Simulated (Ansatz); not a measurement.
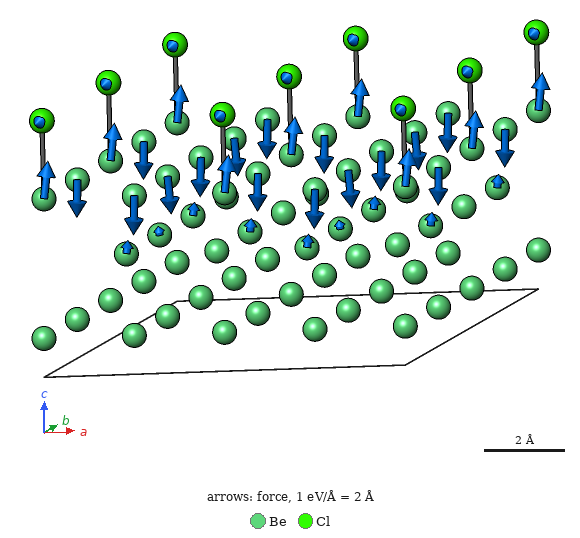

Starting geometry of a slab of composition Be12Cl with the computed forces as blue arrows. A ball-and-stick model of the 2 × 2 repeat of the cell, outlined in the plane, without the vacuum, seen slightly off an axis.

It is Cl on Be(0001), set down by a guess. The run prepares an end point of a later path (adatom hop) calculation, from a guessed geometry. 4 atoms are held fixed.

These are results of Ansatz 0.2.0, DFT PBE-D3(BJ), scalar-relativistic, plane waves, PAW, not measurements. Set-up: plane-wave cutoff 420 eV; k-point mesh 4 × 4 × 1; occupations fermi dirac; smearing width 0.1 eV; no spin polarisation; atoms relaxed in a fixed cell; force threshold 0.03 eV/Å; at most 60 steps.

> Is this structure relaxed? If not, where do the atoms go?

It isn't relaxed: the largest force vector, on a Be atom, is 0.52 eV/Å. The final displacements have little in common with the starting forces (cosine between the two patterns 0.22). The atom that moves furthest is the Cl atom (1.28 Å at 73° to the normal (−c side)). By element the largest moves are Cl 1.28 Å, Be 0.20 Å. The cell stays as it was. Near-neighbour distances that change, for instance: Be–Cl 3.012 → 2.157 Å, Be–Cl 2.985 → 2.152 Å, Be–Cl 2.033 → 2.152 Å. New bonds form: Be–Cl (2.99 → 2.15 Å), Be–Cl (3.01 → 2.16 Å). After 8 accepted moves (9 points after the start) the energy has fallen by 0.863 eV per cell of the calculation. The largest force component goes from 0.52 to 0.014 eV/Å. 1 step only repeated the SCF at the same geometry. Cost: 44 s on 1 thread of Intel(R) Xeon(R) Platinum 8375C CPU @ 2.90GHz (Ice Lake), on a shared host, peak memory 0.52 GiB.

Limits of the set-up: the cell has an odd number of electrons but was run without spin polarisation; the periodic images lie only 4.6 Å apart, so the values are limited by the cell's size.
